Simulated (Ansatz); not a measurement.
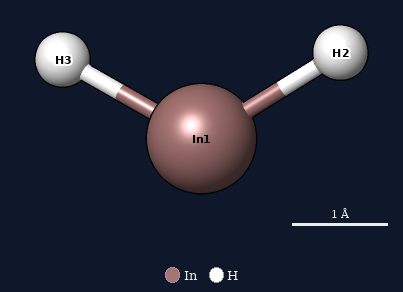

**Figure 1.** The input geometry of run 1 (ball-and-stick view, seen at a tilt; atoms are numbered from 1 in the order of the input). Sticks mark near contacts.

**InH$_{2}$: one change and its effect**

System: InH$_{2}$, multiplicity 2, SMILES [InH2].
Method of run 1: UKS SPW92/def2-TZVPP (Ansatz 0.2.0).

The geometry comes from this level: PBE0-D4/def2-TZVP. Text and figures count atoms from 1; the logs count them from 0 in places.

**The input, run 1**
```yaml
crystal:
  periodic: [false, false, false]
  atoms:
    - {symbol: In, position_ang: [0.384621, -0.425448, 0.149772]}
    - {symbol: H, position_ang: [0.691343, 1.265398, 0.521622]}
    - {symbol: H, position_ang: [-1.086865, -0.904750, -0.684694]}
basis:
  gaussian: {orbitals: def2-TZVPP}
magnetization: {spin_polarized: true, initial_magnetization: 1}
hamiltonian: {xc: lda}
output: {orbitals: {seedname: orbitals}}
```

Hardware: 2 CPU threads, shared host.

**Output (run 1)**
```
Functional definition: SPW92
  exchange = slater_x
  correlation = pw_c
506 factors; their error is unknown
mean field evaluation 1: about -5194.1925 eV, gradient 1.4e1 eV
mean field evaluation 2: about -5194.0125 eV, gradient 1.6e1 eV
mean field evaluation 4: about -5195.3446 eV, gradient 2.8e-1 eV
mean field evaluation 8: about -5195.3415 eV, gradient 1.9e-2 eV
mean field evaluation 16: about -5193.5966 eV, gradient 5.1e0 eV
mean field -5195.34152361 eV, -190.9252794638 hartree, gradient 9.2e-6 eV, S^2 0.751014; 0 other end points of the search recorded, 0 dependent functions left out
reference -5195.34156821 eV, -190.9252811027 hartree; 12, 11 occupied and 66, 67 virtual orbitals, 506 factors
Total energy: -5195.34156821 eV, -190.9252811027 hartree
```

Run 2 used a changed input.

**The two runs side by side**

| quantity | run 1 | run 2 |
| --- | --- | --- |
| outcome | converged | converged |
| total energy (hartree) | −190.925281 | −191.247993 |
| HOMO (eV) | −4.55 | −7.43 |
| LUMO (eV) | −3.74 | −0.74 |
| ⟨S²⟩ | 0.751 | 0.754 |
| basis functions | 78 | 78 |

What was changed in the input?

The change (lines with − go, lines with + come):
```diff
-hamiltonian: {xc: lda}
+hamiltonian: {xc: {name: wB97X-V}}
```

The total energies belong to different methods, so their difference says nothing on which is more stable or more accurate. The HOMO goes from −4.55 to −7.43 eV. The LUMO goes from −3.74 to −0.74 eV.

**Output (run 2)**
```
Functional definition: wB97X-V
  parameter omega = 0.3/bohr
  parameter cx = 0.167
  parameter cx1 = 0.603
  parameter cx2 = 1.194
  parameter css0 = 0.556
  parameter css1 = -0.257
  parameter cos0 = 1.219
  parameter cos1 = -1.850
  parameter b = 6.0
  parameter c = 0.01
  exchange = spin_sum(e_x_unif_sr(omega)*poly(b97_u_x, 1 - cx, cx1, cx2)) + cx*exact_x_sr(omega) + exact_x_lr(omega)
  correlation = spin_sum(e_c_pw_same_spin*poly(b97_u_same, css0, css1))
      + integral(e_c_pw_opposite_spin*poly(b97_u_opposite, cos0, cos1)) + vv10(b, c)
570 factors; their error is unknown
129 factors; integrals over basis functions are off by at most 6.1e-5 eV
mean field evaluation 1: about -5203.5700 eV, gradient 7.5e0 eV
mean field evaluation 2: about -5203.9936 eV, gradient 4.0e0 eV
mean field evaluation 4: about -5204.0859 eV, gradient 3.9e-1 eV
mean field evaluation 8: about -5204.1228 eV, gradient 1.7e-1 eV
mean field evaluation 16: about -5204.1230 eV, gradient 3.9e-5 eV
mean field -5204.12301796 eV, -191.2479934288 hartree, gradient 3.9e-5 eV, S^2 0.754191; 0 other end points of the search recorded, 0 dependent functions left out
reference -5204.12301829 eV, -191.2479934407 hartree; 12, 11 occupied and 66, 67 virtual orbitals, 570 factors
Total energy: -5204.12301829 eV, -191.2479934407 hartree
```
